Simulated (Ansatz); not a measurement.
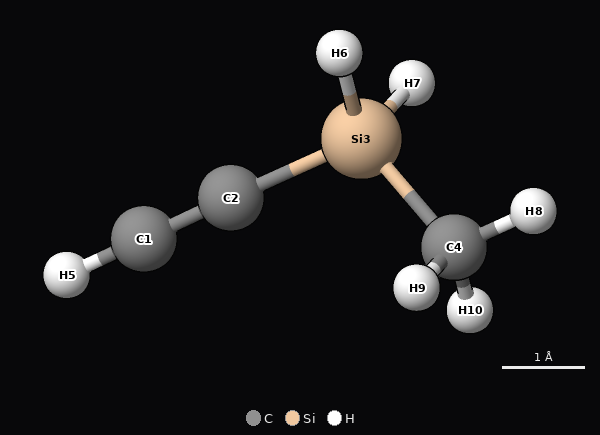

The structure as given in the input (ball-and-stick view, seen at a tilt; atoms are numbered from 1 in the order of the input). Bond lengths as drawn: C–C 1.22 Å, C–H 1.09 to 1.11 Å, C–Si 1.83 to 1.87 Å and H–Si 1.51 Å.

# Nudged elastic band of C₃H₆Si

C₃H₆Si, SMILES C#C[SiH2]C, computed with RKS LDA/def2-SVP (Ansatz 0.2.0).

It belongs to a series of runs on one base structure; here: band between the two ends. Figures and captions count atoms from 1; the log counts them from 0 in places.

### The input
```yaml
crystal:
  periodic: [false, false, false]
  atoms:
    - { symbol: C, position_ang: [-1.474434, 1.193367, -1.806378] }
    - { symbol: C, position_ang: [-0.5613, 0.843759, -1.068682] }
    - { symbol: Si, position_ang: [0.783437, 0.301828, 0.043267] }
    - { symbol: C, position_ang: [0.203078, -1.093793, 1.137283] }
    - { symbol: H, position_ang: [-2.281896, 1.505792, -2.461721] }
    - { symbol: H, position_ang: [1.218321, 1.48451, 0.869442] }
    - { symbol: H, position_ang: [1.949728, -0.133097, -0.805864] }
    - { symbol: H, position_ang: [1.021455, -1.424005, 1.811312] }
    - { symbol: H, position_ang: [-0.656078, -0.768581, 1.760204] }
    - { symbol: H, position_ang: [-0.119213, -1.960981, 0.524038] }
basis:
  gaussian: { orbitals: def2-SVP }
hamiltonian:
  xc: lda
neb:
  order_check: false
  images: 9
  f_tol: 0.05
  max_iterations: 60
  initial_path: idpp
  final_atoms:
    - { symbol: C, position_ang: [-1.52137858, 1.34688418, -1.65327816] }
    - { symbol: C, position_ang: [-0.57653688, 0.89389841, -1.01897181] }
    - { symbol: Si, position_ang: [0.81487915, 0.19849496, -0.0606684] }
    - { symbol: C, position_ang: [0.20102536, -1.08998356, 1.14101323] }
    - { symbol: H, position_ang: [-2.35822966, 1.74763074, -2.21729019] }
    - { symbol: H, position_ang: [1.49755634, 1.32754929, 0.66712866] }
    - { symbol: H, position_ang: [1.80167599, -0.3998986, -1.02955383] }
    - { symbol: H, position_ang: [-0.52512134, -0.6458334, 1.85356791] }
    - { symbol: H, position_ang: [-0.30105919, -1.91940238, 0.60078901] }
    - { symbol: H, position_ang: [1.0502868, -1.51054064, 1.72016457] }
```

Run on 1 thread of Arm Neoverse N1, 24 GiB of memory available, shared host.

Command:
```bash
ansatz run input.yaml --threads 1 --pin off --max-ram 2048MiB --backend cpu --events-out ev --progress --plain --runs-dir out
```

### Output
```
Engine: ansatz 0.2.0, aarch64-unknown-linux-gnu
Functional definition: SPW92
  exchange = slater_x
  correlation = pw_c
1018 factors; their error is unknown
mean field evaluation 1: about -11006.5391 eV, gradient 6.5e1 eV
mean field evaluation 2: about -10993.8440 eV, gradient 9.0e1 eV
mean field evaluation 4: about -11017.0074 eV, gradient 1.6e1 eV
mean field evaluation 8: about -11017.6559 eV, gradient 1.5e-1 eV
mean field evaluation 16: about -11017.6055 eV, gradient 6.1e-5 eV
mean field -11017.60548325 eV, -404.8895335080 hartree, gradient 6.1e-5 eV, S^2 0.000000; 0 other end points of the search recorded, 0 dependent functions left out
the calculation of the forces begins
reference -11017.60551691 eV, -404.8895347453 hartree; 19, 19 occupied and 71, 71 virtual orbitals, 1018 factors
1018 factors; their error is unknown
mean field evaluation 32: about -11017.6055 eV, gradient 3.6e-4 eV
mean field -11017.60546244 eV, -404.8895327434 hartree, gradient 6.0e-5 eV, S^2 0.000000; 0 other end points of the search recorded, 0 dependent functions left out
[... from here on the field's lines of each further geometry are left out, up to the last ...]
NEB iter   1: max|band force component| = 2.825e-1 eV/Å  barrier→ = 0.0829 eV  barrier← = 0.0828 eV  CI = image 5  Δτ_max = 0.0491 Å  (282 SCF iters)
NEB iter   2: max|band force component| = 1.343e-1 eV/Å  barrier→ = 0.0729 eV  barrier← = 0.0729 eV  CI = image 5  Δτ_max = 0.0266 Å  (254 SCF iters)
the calculation of the forces begins
reference -11017.59875476 eV, -404.8892862407 hartree; 19, 19 occupied and 71, 71 virtual orbitals, 1018 factors
1018 factors; their error is unknown
mean field evaluation 480: about -11017.5613 eV, gradient 2.9e0 eV
mean field -11017.53390086 eV, -404.8869029038 hartree, gradient 1.6e-5 eV, S^2 0.000000; 1 other end points of the search recorded, 0 dependent functions left out
the calculation of the forces begins
reference -11017.53393443 eV, -404.8869041374 hartree; 19, 19 occupied and 71, 71 virtual orbitals, 1018 factors
NEB iter   3: max|band force component| = 3.020e-2 eV/Å  barrier→ = 0.0716 eV  barrier← = 0.0716 eV  CI = image 5  Δτ_max = 0.0000 Å  (492 SCF iters)
```

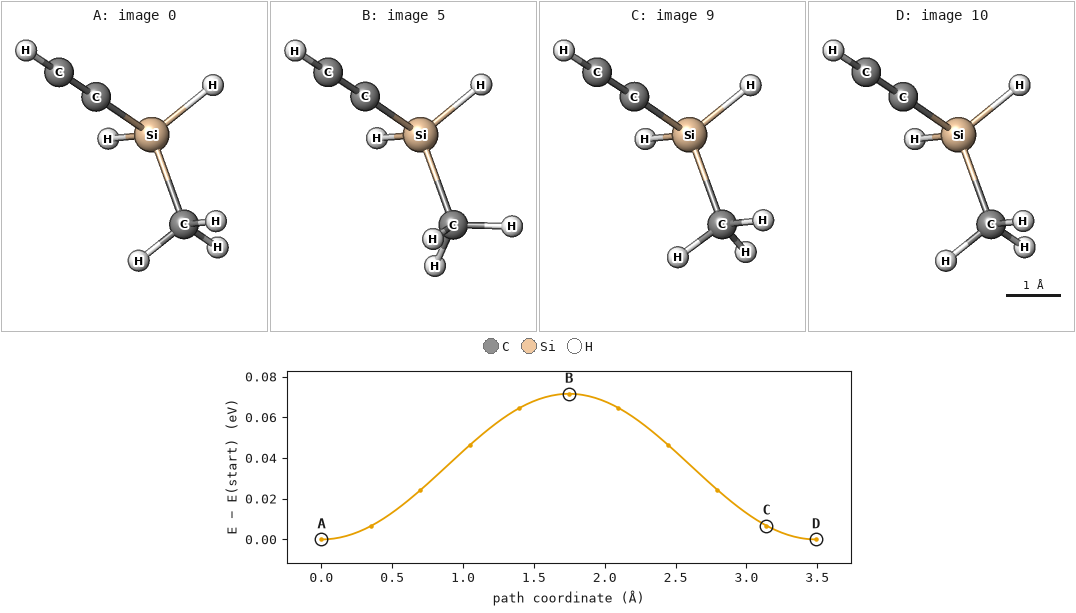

Images of the last band (counted from 0; ball-and-stick, seen at a tilt) above the energy along the path; the line is a cubic interpolation that uses the forces. The highest image is number 5, 0.072 eV above the start and 0.072 eV above the end (the climbing image); start and end have the same energy. The path is 3.49 Å long. The band converged in 3 iterations.

```
Total energy: -11017.53393443 eV, -404.8869041374 hartree
Atom 0 at    -1.545624     1.687229    -1.274949 Å, force    -0.002707     0.011053    -0.009688 eV/Å
Atom 1 at    -0.583781     1.070968    -0.833048 Å, force     0.002581    -0.018109     0.013562 eV/Å
Atom 2 at     0.821853     0.122781    -0.150445 Å, force     0.001991     0.017233    -0.013364 eV/Å
Atom 3 at     0.214082    -1.240570     0.985861 Å, force     0.005755    -0.021332     0.016492 eV/Å
Atom 4 at    -2.394501     2.236948    -1.670259 Å, force    -0.000701     0.000040     0.001091 eV/Å
Atom 5 at     1.716401     1.087693     0.583388 Å, force     0.004090     0.007050     0.000887 eV/Å
Atom 6 at     1.604686    -0.439441    -1.308413 Å, force     0.003611     0.000551    -0.007310 eV/Å
Atom 7 at     0.613250    -1.110426     2.012816 Å, force    -0.005202     0.001056    -0.000161 eV/Å
Atom 8 at    -0.893881    -1.228852     1.041970 Å, force    -0.003852     0.001660    -0.001199 eV/Å
Atom 9 at     0.530613    -2.237531     0.615980 Å, force    -0.005566     0.000799    -0.000310 eV/Å
Dipole moment:    -0.116818    -0.111170     0.096269 e Å
this run last wrote the band of iteration 3 to [file]
```

### The last band as extended XYZ (Å, eV, eV/Å)
```
10
Properties=species:S:1:pos:R:3:forces:R:3 image=0 energy=-11017.60548
C    -1.4744    1.1934   -1.8064    0.0010   0.0000   0.0010
C    -0.5613    0.8438   -1.0687   -0.0022   0.0009   0.0003
Si    0.7834    0.3018    0.0433    0.0033  -0.0005  -0.0018
C     0.2031   -1.0938    1.1373   -0.0022   0.0012  -0.0010
H    -2.2819    1.5058   -2.4617   -0.0002   0.0001  -0.0005
H     1.2183    1.4845    0.8694   -0.0006   0.0014   0.0000
H     1.9497   -0.1331   -0.8059    0.0014  -0.0002  -0.0005
H     1.0215   -1.4240    1.8113    0.0004   0.0000   0.0002
H    -0.6561   -0.7686    1.7602   -0.0009  -0.0014   0.0014
H    -0.1192   -1.9610    0.5240    0.0000  -0.0015   0.0009
10
Properties=species:S:1:pos:R:3:forces:R:3 image=1 energy=-11017.59889
C    -1.5068    1.2935   -1.7097    0.0000   0.0015  -0.0023
C    -0.5735    0.8835   -1.0307    0.0011  -0.0146  -0.0125
Si    0.7975    0.2623    0.0050   -0.0022   0.0102   0.0057
C     0.2101   -1.1237    1.1091    0.0072  -0.0010  -0.0063
H    -2.3320    1.6607   -2.3125    0.0003  -0.0023  -0.0011
H     1.3183    1.4148    0.8238   -0.0047   0.0048   0.0066
H     1.9051   -0.2069   -0.9026    0.0046   0.0048   0.0040
H     0.9758   -1.3540    1.8796    0.0065  -0.0155  -0.0079
H    -0.7311   -0.8381    1.6232    0.0087   0.0087   0.0161
H     0.0197   -2.0433    0.5178   -0.0216   0.0034  -0.0022
10
Properties=species:S:1:pos:R:3:forces:R:3 image=2 energy=-11017.58124
C    -1.5296    1.3937   -1.6086   -0.0009   0.0042  -0.0058
C    -0.5814    0.9273   -0.9894    0.0029  -0.0274  -0.0148
Si    0.8086    0.2249   -0.0335   -0.0017   0.0147   0.0053
C     0.2144   -1.1542    1.0799    0.0100  -0.0081  -0.0010
H    -2.3675    1.8118   -2.1584    0.0001  -0.0032  -0.0019
H     1.4192    1.3415    0.7728   -0.0084   0.0088   0.0107
H     1.8494   -0.2742   -1.0018    0.0096   0.0086   0.0047
H     0.9085   -1.2872    1.9361    0.0125  -0.0222  -0.0150
H    -0.7941   -0.9211    1.4801    0.0106   0.0170   0.0257
H     0.1557   -2.1138    0.5257   -0.0347   0.0076  -0.0079
10
Properties=species:S:1:pos:R:3:forces:R:3 image=3 energy=-11017.55905
C    -1.5432    1.4933   -1.5029   -0.0014   0.0069  -0.0086
C    -0.5854    0.9742   -0.9431    0.0027  -0.0327  -0.0092
Si    0.8165    0.1894   -0.0721    0.0000   0.0187  -0.0006
C     0.2160   -1.1842    1.0500    0.0087  -0.0151   0.0085
H    -2.3889    1.9584   -2.0005   -0.0003  -0.0029  -0.0018
H     1.5205    1.2631    0.7161   -0.0078   0.0108   0.0105
H     1.7811   -0.3354   -1.1037    0.0119   0.0091   0.0028
H     0.8230   -1.2240    1.9784    0.0158  -0.0203  -0.0129
H    -0.8433   -1.0156    1.3343    0.0055   0.0208   0.0248
H     0.2869   -2.1703    0.5465   -0.0351   0.0047  -0.0135
10
Properties=species:S:1:pos:R:3:forces:R:3 image=4 energy=-11017.54088
C    -1.5484    1.5915   -1.3920   -0.0018   0.0092  -0.0099
C    -0.5862    1.0228   -0.8910    0.0023  -0.0294   0.0020
Si    0.8209    0.1555   -0.1109    0.0016   0.0201  -0.0082
C     0.2157   -1.2131    1.0189    0.0059  -0.0224   0.0164
H    -2.3976    2.1000   -1.8385   -0.0006  -0.0017  -0.0007
H     1.6205    1.1785    0.6533   -0.0031   0.0100   0.0064
H     1.6992   -0.3905   -1.2066    0.0096   0.0063  -0.0014
H     0.7235   -1.1647    2.0045    0.0086  -0.0116  -0.0084
H    -0.8769   -1.1193    1.1879    0.0010   0.0156   0.0134
H     0.4124   -2.2118    0.5774   -0.0236   0.0039  -0.0097
10
Properties=species:S:1:pos:R:3:forces:R:3 image=5 energy=-11017.53390
C    -1.5456    1.6872   -1.2749   -0.0027   0.0111  -0.0097
C    -0.5838    1.0710   -0.8330    0.0026  -0.0181   0.0136
Si    0.8219    0.1228   -0.1504    0.0020   0.0172  -0.0134
C     0.2141   -1.2406    0.9859    0.0058  -0.0213   0.0165
H    -2.3945    2.2369   -1.6703   -0.0007   0.0000   0.0011
H     1.7164    1.0877    0.5834    0.0041   0.0070   0.0009
H     1.6047   -0.4394   -1.3084    0.0036   0.0006  -0.0073
H     0.6132   -1.1104    2.0128   -0.0052   0.0011  -0.0002
H    -0.8939   -1.2289    1.0420   -0.0039   0.0017  -0.0012
H     0.5306   -2.2375    0.6160   -0.0056   0.0008  -0.0003
10
Properties=species:S:1:pos:R:3:forces:R:3 image=6 energy=-11017.54081
C    -1.5346    1.7813   -1.1572   -0.0022   0.0106  -0.0077
C    -0.5793    1.1174   -0.7739    0.0037  -0.0091   0.0271
Si    0.8162    0.0913   -0.1904    0.0014   0.0126  -0.0175
C     0.2118   -1.2671    0.9521    0.0059  -0.0218   0.0176
H    -2.3780    2.3721   -1.5016    0.0000   0.0015   0.0029
H     1.8004    0.9934    0.5079    0.0092   0.0023  -0.0064
H     1.4990   -0.4828   -1.4046   -0.0039  -0.0036  -0.0109
H     0.4973   -1.0608    2.0042   -0.0227   0.0120   0.0001
H    -0.8937   -1.3486    0.9039   -0.0009  -0.0098  -0.0181
H     0.6438   -2.2474    0.6625    0.0095   0.0055   0.0127
10
Properties=species:S:1:pos:R:3:forces:R:3 image=7 energy=-11017.55888
C    -1.5159    1.8683   -1.0389   -0.0022   0.0085  -0.0053
C    -0.5719    1.1579   -0.7158    0.0051   0.0011   0.0326
Si    0.8071    0.0609   -0.2312   -0.0004   0.0050  -0.0175
C     0.2082   -1.2912    0.9174    0.0087  -0.0130   0.0121
H    -2.3500    2.4995   -1.3304    0.0008   0.0024   0.0042
H     1.8714    0.9000    0.4270    0.0111  -0.0014  -0.0104
H     1.3903   -0.5202   -1.4929   -0.0090  -0.0072  -0.0121
H     0.3727   -1.0149    1.9793   -0.0340   0.0167   0.0008
H    -0.8767   -1.4710    0.7702    0.0024  -0.0199  -0.0260
H     0.7480   -2.2405    0.7182    0.0175   0.0077   0.0216
10
Properties=species:S:1:pos:R:3:forces:R:3 image=8 energy=-11017.58101
C    -1.4892    1.9496   -0.9208   -0.0023   0.0048  -0.0029
C    -0.5619    1.1929   -0.6609    0.0054   0.0079   0.0286
Si    0.7944    0.0313   -0.2734   -0.0021  -0.0016  -0.0145
C     0.2029   -1.3140    0.8821    0.0103  -0.0028   0.0072
H    -2.3094    2.6211   -1.1562    0.0016   0.0027   0.0042
H     1.9286    0.8098    0.3413    0.0087  -0.0031  -0.0104
H     1.2810   -0.5530   -1.5740   -0.0096  -0.0078  -0.0101
H     0.2408   -0.9752    1.9381   -0.0343   0.0121  -0.0032
H    -0.8439   -1.5958    0.6444    0.0075  -0.0219  -0.0230
H     0.8398   -2.2179    0.7822    0.0146   0.0096   0.0241
10
Properties=species:S:1:pos:R:3:forces:R:3 image=9 energy=-11017.59872
C    -1.4536    2.0257   -0.8038   -0.0023   0.0004  -0.0006
C    -0.5486    1.2234   -0.6101    0.0029   0.0089   0.0157
Si    0.7786    0.0024   -0.3170   -0.0023  -0.0031  -0.0098
C     0.1949   -1.3358    0.8466    0.0078   0.0042   0.0015
H    -2.2548    2.7373   -0.9793    0.0021   0.0023   0.0028
H     1.9731    0.7241    0.2512    0.0041  -0.0028  -0.0062
H     1.1728   -0.5813   -1.6489   -0.0054  -0.0051  -0.0056
H     0.1024   -0.9447    1.8811   -0.0216   0.0051  -0.0015
H    -0.7964   -1.7211    0.5293    0.0069  -0.0143  -0.0129
H     0.9147   -2.1811    0.8539    0.0078   0.0044   0.0166
10
Properties=species:S:1:pos:R:3:forces:R:3 image=10 energy=-11017.60546
C    -1.5520    1.7706   -1.1461   -0.0017  -0.0074   0.0017
C    -0.5958    1.1024   -0.7728   -0.0032   0.0042  -0.0040
Si    0.8121    0.0872   -0.2026    0.0014   0.0058  -0.0018
C     0.2241   -1.2555    0.9518    0.0118  -0.0021   0.0036
H    -2.3995    2.3624   -1.4789    0.0017   0.0048  -0.0001
H     1.7982    0.9933    0.4880   -0.0005   0.0007   0.0017
H     1.4867   -0.5048   -1.4129   -0.0010  -0.0017  -0.0003
H    -0.2718   -0.8160    1.8425    0.0008  -0.0027  -0.0059
H    -0.5019   -1.9203    0.4392   -0.0026   0.0000   0.0020
H     1.0830   -1.8705    1.2946   -0.0067  -0.0015   0.0031
```

### Summary

| quantity | value |
| --- | --- |
| outcome | converged |
| barrier, forward | 0.072 eV |
| barrier, backward | 0.072 eV |
| wall time | 83 s |
| peak memory | 0.26 GiB |

The order of the saddle point was not checked.
